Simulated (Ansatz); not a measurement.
# InH2(vinyl) (C2H5In): a spread of methods and bases

Aim: run InH2(vinyl) (C2H5In) under a spread of inputs, and see what each costs and gives.

The runs use Ansatz 0.2.0, Gaussian basis; the settings change from run to run.

1 further run of the same task is left out (set aside as unsound or not needed). Runs told in other sessions of the task aren't counted.

### 1 The molecule

The structure was relaxed beforehand with PBE-D4 in a triple-zeta def2 set. In takes a core potential in def2 sets; no spin-orbit term is included.

8 atoms, charge 0, spin multiplicity 1.

Atoms are counted from 1 here; the program's logs count them from 0.

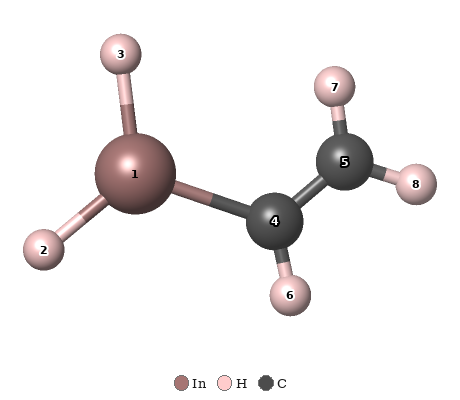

The geometry (indium brown, hydrogen pink, carbon dark grey); atoms are numbered from 1 in the order of the file.

### 2 B3LYP5/def2-mTZVPP

Options: multiplicity 3, restricted open-shell orbitals, atoms shaken by 0.08 Å.

Input file in.yaml:

```yaml
crystal:
  periodic: [false, false, false]
  atoms:
    - {symbol: In, position_ang: [0.883621, 1.230657, -0.369542]}
    - {symbol: H, position_ang: [2.181358, 1.682804, -1.489816]}
    - {symbol: H, position_ang: [0.390649, 2.434171, 0.723569]}
    - {symbol: C, position_ang: [0.042490, -0.594733, -0.253614]}
    - {symbol: C, position_ang: [-1.045590, -0.928892, 0.520870]}
    - {symbol: H, position_ang: [0.441658, -1.489347, -0.961554]}
    - {symbol: H, position_ang: [-1.225820, -0.307237, 1.195958]}
    - {symbol: H, position_ang: [-1.249547, -1.961053, 0.777252]}
basis:
  gaussian: {orbitals: def2-mTZVPP}
magnetization: {spin_polarized: false, initial_magnetization: 2}
hamiltonian: {xc: {name: B3LYP5}}
scf: {omitted_lower_state_checks: [starts]}
output: {forces: true}
```

On the command line:

```console
> ansatz run in.yaml --threads 4 --pin off --events-out ev --progress --plain --max-ram 3916MiB
```

The program printed, cut to the lines that bear on the results:

```text
Functional definition: B3LYP5
  name "B3LYP5"
  cite "Stephens, Devlin, Chabalowski & Frisch, J. Phys. Chem. 98, 11623 (1994) doi:10.1021/j100096a001"
  cite "Becke, Phys. Rev. A 38, 3098 (1988) doi:10.1103/PhysRevA.38.3098"
  cite "Lee, Yang & Parr, Phys. Rev. B 37, 785 (1988) doi:10.1103/PhysRevB.37.785"
  cite "Vosko, Wilk & Nusair, Can. J. Phys. 58, 1200 (1980) doi:10.1139/p80-159"
[...]
1023 factors; integrals over basis functions are off by at most 1.0e-3 eV
[...]
mean field -7321.79626668 eV, -269.0710499086 hartree, gradient 1.9e-5 eV, S^2 2.000000; 0 other end points of the search recorded, 0 dependent functions left out
[...]
reference -7321.79655294 eV, -269.0710604286 hartree; 20, 18 occupied and 79, 81 virtual orbitals, 1023 factors
Total energy: -7321.79655294 eV, -269.0710604286 hartree
Atom 0 at     0.883621     1.230657    -0.369542 Å, force     1.884942     2.005572    -0.554637 eV/Å
Atom 1 at     2.181358     1.682804    -1.489816 Å, force    -0.400157    -0.269825     0.183195 eV/Å
Atom 2 at     0.390649     2.434171     0.723569 Å, force    -0.267483     0.300021     0.316918 eV/Å
Atom 3 at     0.042490    -0.594733    -0.253614 Å, force     4.426399    -2.992781    -5.279152 eV/Å
Atom 4 at    -1.045590    -0.928892     0.520870 Å, force    -2.144564    -6.364494    -1.999519 eV/Å
Atom 5 at     0.441658    -1.489347    -0.961554 Å, force    -0.940604     2.214418     1.441377 eV/Å
Atom 6 at    -1.225820    -0.307237     1.195958 Å, force    -2.553145     5.306564     5.859589 eV/Å
Atom 7 at    -1.249547    -1.961053     0.777252 Å, force    -0.005388    -0.199475     0.032229 eV/Å
Dipole moment:    -0.215517    -0.402646     0.096082 e Å
Checks for a lower state left out: starts
```

Wall time 1.9 s (4 threads of Arm Neoverse V2, shared host).

Largest force 8.307 eV/Å, dipole 2.24 D.

### 3 B3LYP5/def2-mTZVPP

Set apart from the defaults: charge -1, multiplicity 2, the search for lower states set to off.

Input file in.yaml:

```yaml
crystal:
  periodic: [false, false, false]
  atoms:
    - {symbol: In, position_ang: [0.900159, 1.271381, -0.391970]}
    - {symbol: H, position_ang: [2.176914, 1.659696, -1.503088]}
    - {symbol: H, position_ang: [0.232641, 2.447643, 0.703534]}
    - {symbol: C, position_ang: [0.034368, -0.696472, -0.297441]}
    - {symbol: C, position_ang: [-0.955411, -0.978676, 0.563529]}
    - {symbol: H, position_ang: [0.388096, -1.499412, -0.954389]}
    - {symbol: H, position_ang: [-1.364116, -0.230378, 1.251083]}
    - {symbol: H, position_ang: [-1.412651, -1.973792, 0.628742]}
basis:
  gaussian: {orbitals: def2-mTZVPP}
total_charge: -1
magnetization: {spin_polarized: true, initial_magnetization: 1}
hamiltonian: {xc: {name: B3LYP5}}
scf: {lower_state_search: off}
output: {forces: true}
```

Launched as before.

The program printed, cut to the lines that bear on the results:

```text
Functional definition: B3LYP5
  name "B3LYP5"
  cite "Stephens, Devlin, Chabalowski & Frisch, J. Phys. Chem. 98, 11623 (1994) doi:10.1021/j100096a001"
  cite "Becke, Phys. Rev. A 38, 3098 (1988) doi:10.1103/PhysRevA.38.3098"
  cite "Lee, Yang & Parr, Phys. Rev. B 37, 785 (1988) doi:10.1103/PhysRevB.37.785"
  cite "Vosko, Wilk & Nusair, Can. J. Phys. 58, 1200 (1980) doi:10.1139/p80-159"
[...]
1027 factors; integrals over basis functions are off by at most 7.8e-4 eV
[...]
mean field -7326.74728961 eV, -269.2529966454 hartree, gradient 8.3e-6 eV, S^2 0.755767; 0 other end points of the search recorded, 0 dependent functions left out
[...]
reference -7326.74754830 eV, -269.2530061522 hartree; 20, 19 occupied and 79, 80 virtual orbitals, 1027 factors
Total energy: -7326.74754830 eV, -269.2530061522 hartree
Atom 0 at     0.900159     1.271381    -0.391970 Å, force     0.224426     0.175278    -0.137353 eV/Å
Atom 1 at     2.176914     1.659696    -1.503088 Å, force     0.100556     0.039321    -0.088497 eV/Å
Atom 2 at     0.232641     2.447643     0.703534 Å, force    -0.039101     0.095476     0.070746 eV/Å
Atom 3 at     0.034368    -0.696472    -0.297441 Å, force     0.047937     0.075856    -0.034286 eV/Å
Atom 4 at    -0.955411    -0.978676     0.563529 Å, force    -0.357119    -0.441076     0.181307 eV/Å
Atom 5 at     0.388096    -1.499412    -0.954389 Å, force    -0.106231     0.086254     0.144150 eV/Å
Atom 6 at    -1.364116    -0.230378     1.251083 Å, force     0.104600    -0.173306    -0.167496 eV/Å
Atom 7 at    -1.412651    -1.973792     0.628742 Å, force     0.024931     0.142198     0.031429 eV/Å
Dipole moment:    -0.110595    -0.241042     0.012526 e Å
Checks for a lower state left out: stability, starts, cluster_reference, orbital_swaps, neighbouring_geometries, increment
```

It took 1.3 s on 4 threads of Arm Neoverse V2, shared host.

Largest force 0.596 eV/Å, ⟨S²⟩ 0.756.

### 4 LC-wPBE/def2-SVPD

Edit in.yaml of step 3 so:

```diff
@@ -12,7 +12,5 @@
 basis:
-  gaussian: {orbitals: def2-mTZVPP}
-total_charge: -1
-magnetization: {spin_polarized: true, initial_magnetization: 1}
-hamiltonian: {xc: {name: B3LYP5}}
-scf: {lower_state_search: off}
+  gaussian: {orbitals: def2-SVPD}
+hamiltonian: {xc: {name: LC-wPBE}}
+scf: {omitted_lower_state_checks: [starts]}
 output: {forces: true}
```

Launched as before.

The program printed, cut to the lines that bear on the results:

```text
Functional definition: LC-wPBE
  name "LC-wPBE"
  cite "Vydrov & Scuseria, J. Chem. Phys. 125, 234109 (2006) doi:10.1063/1.2409292"
  cite "Heyd & Scuseria, J. Chem. Phys. 120, 7274 (2004) doi:10.1063/1.1668634"
  cite "Ernzerhof & Perdew, J. Chem. Phys. 109, 3313 (1998) doi:10.1063/1.476928"
  cite "Perdew, Burke & Ernzerhof, Phys. Rev. Lett. 77, 3865 (1996) doi:10.1103/PhysRevLett.77.3865"
  parent pbe
[...]
1011 factors; their error is unknown
511 factors; integrals over basis functions are off by at most 2.1e-5 eV
[...]
mean field -7325.37344873 eV, -269.2025089242 hartree, gradient 6.1e-6 eV, S^2 0.000000; 0 other end points of the search recorded, 0 dependent functions left out
[...]
reference -7325.37344873 eV, -269.2025089245 hartree; 19, 19 occupied and 93, 93 virtual orbitals, 1011 factors
Total energy: -7325.37344873 eV, -269.2025089245 hartree
Atom 0 at     0.900159     1.271381    -0.391970 Å, force    -0.071102    -0.047008     0.024201 eV/Å
Atom 1 at     2.176914     1.659696    -1.503088 Å, force    -0.213544    -0.068342     0.193186 eV/Å
Atom 2 at     0.232641     2.447643     0.703534 Å, force     0.127530    -0.187433    -0.186292 eV/Å
Atom 3 at     0.034368    -0.696472    -0.297441 Å, force    -0.128767     0.273373     0.230887 eV/Å
Atom 4 at    -0.955411    -0.978676     0.563529 Å, force     0.258062     0.024810    -0.243979 eV/Å
Atom 5 at     0.388096    -1.499412    -0.954389 Å, force    -0.054606    -0.034043     0.046361 eV/Å
Atom 6 at    -1.364116    -0.230378     1.251083 Å, force     0.034065    -0.003493    -0.031177 eV/Å
Atom 7 at    -1.412651    -1.973792     0.628742 Å, force     0.048362     0.042136    -0.033187 eV/Å
Dipole moment:    -0.032425    -0.102740    -0.003425 e Å
Checks for a lower state left out: starts
```

It took 1.1 s on 4 threads of Arm Neoverse V2, shared host.

Largest force 0.380 eV/Å, dipole 0.52 D.

### 5 B97M-V/def2-SVP

Options: coordinates scaled by 0.96, a grid of angular degree 11.

Input file in.yaml:

```yaml
crystal:
  periodic: [false, false, false]
  atoms:
    - {symbol: In, position_ang: [0.864152, 1.220525, -0.376291]}
    - {symbol: H, position_ang: [2.089837, 1.593308, -1.442964]}
    - {symbol: H, position_ang: [0.223336, 2.349738, 0.675393]}
    - {symbol: C, position_ang: [0.032994, -0.668614, -0.285543]}
    - {symbol: C, position_ang: [-0.917194, -0.939529, 0.540988]}
    - {symbol: H, position_ang: [0.372572, -1.439435, -0.916214]}
    - {symbol: H, position_ang: [-1.309552, -0.221163, 1.201039]}
    - {symbol: H, position_ang: [-1.356145, -1.894841, 0.603592]}
basis:
  gaussian: {orbitals: def2-SVP, final_grid: {core_spheres: 5, valence_spheres: 4, degree: 11}}
hamiltonian: {xc: {name: B97M-V}}
output: {forces: true}
```

Same command.

The program printed, cut to the lines that bear on the results:

```text
Functional definition: B97M-V
  name "B97M-V"
  cite "Mardirossian & Head-Gordon, J. Chem. Phys. 142, 074111 (2015) doi:10.1063/1.4907719"
  cite "Becke, J. Chem. Phys. 107, 8554 (1997) doi:10.1063/1.475007"
  cite "Vydrov & Van Voorhis, J. Chem. Phys. 133, 244103 (2010) doi:10.1063/1.3521275"
  # Of w^i u^j: cxij and so on, Table III.
[...]
  gx(w, u) = cx00 + cx01*u + cx02*u^2 + (cx10 + cx11*u)*w
  gss(w, u) = css00 + css02*u^2 + css10*w + (css32*w^3 + css42*w^4)*u^2
  gos(w, u) = cos00 + cos01*u + cos03*u^3 + cos10*w + cos32*w^3*u^2
[...]
      + integral(e_c_pw_mod_opposite_spin*gos(b97_w_opposite, b97_u_opposite)) + vv10(b, c)
922 factors; their error is unknown
[...]
mean field -7325.46714942 eV, -269.2059523611 hartree, gradient 5.0e-5 eV, S^2 0.000000; 0 other end points of the search recorded, 0 dependent functions left out
[...]
reference -7325.46721670 eV, -269.2059548339 hartree; 19, 19 occupied and 60, 60 virtual orbitals, 922 factors
Total energy: -7325.46721670 eV, -269.2059548339 hartree
Atom 0 at     0.864152     1.220525    -0.376291 Å, force     0.247185     0.346897    -0.126724 eV/Å
Atom 1 at     2.089837     1.593308    -1.442964 Å, force     0.821771     0.268494    -0.698073 eV/Å
Atom 2 at     0.223336     2.349738     0.675393 Å, force    -0.403957     0.779079     0.696315 eV/Å
Atom 3 at     0.032994    -0.668614    -0.285543 Å, force     1.677144     0.645622    -1.381362 eV/Å
Atom 4 at    -0.917194    -0.939529     0.540988 Å, force    -1.391251    -0.552942     1.152015 eV/Å
Atom 5 at     0.372572    -1.439435    -0.916214 Å, force     0.559025    -1.148572    -0.989032 eV/Å
Atom 6 at    -1.309552    -0.221163     1.201039 Å, force    -0.752759     1.062918     1.150580 eV/Å
Atom 7 at    -1.356145    -1.894841     0.603592 Å, force    -0.757158    -1.401496     0.196281 eV/Å
Dipole moment:    -0.066481    -0.154667     0.010061 e Å
```

Wall time 1.4 s (4 threads of Arm Neoverse V2, shared host).

Largest force 2.267 eV/Å, dipole 0.81 D.

### 6 All runs side by side

| level | charge | multiplicity | geometry | functions | energy (eV) | time |
| --- | --- | --- | --- | --- | --- | --- |
| B3LYP5/def2-mTZVPP | 0 | 3 | shaken | 99 | -7321.797 | 1.9 s |
| B3LYP5/def2-mTZVPP | -1 | 2 | relaxed | 99 | -7326.748 | 1.3 s |
| LC-wPBE/def2-SVPD | 0 | 1 | relaxed | 112 | -7325.373 | 1.1 s |
| B97M-V/def2-SVP | 0 | 1 | scaled | 79 | -7325.467 | 1.4 s |

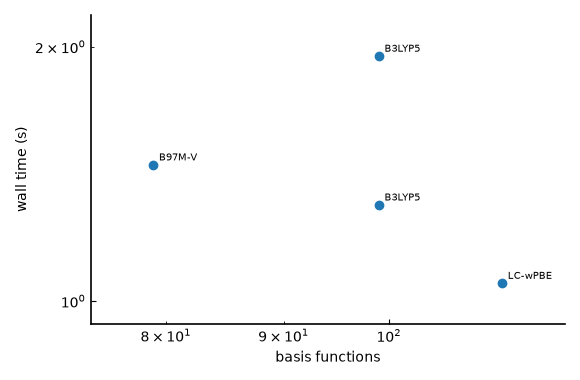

Wall time against the number of basis functions (shared host).

### 7 Outcome

| quantity | value |
| --- | --- |
| runs | 4 |
| quickest | LC-wPBE/def2-SVPD, 1.1 s |
| slowest | B3LYP5/def2-mTZVPP, 1.9 s |

What this shows: The runs differ in state or geometry as well as level, so their energies can't be set against each other. The times lie within a factor of two. At the PBE-D4/def2-TZVP geometry and in the same state, the sound runs without point charges leave forces up to 0.38 eV/Å (LC-wPBE/def2-SVPD), against 2.3 eV/Å where the atoms were moved.
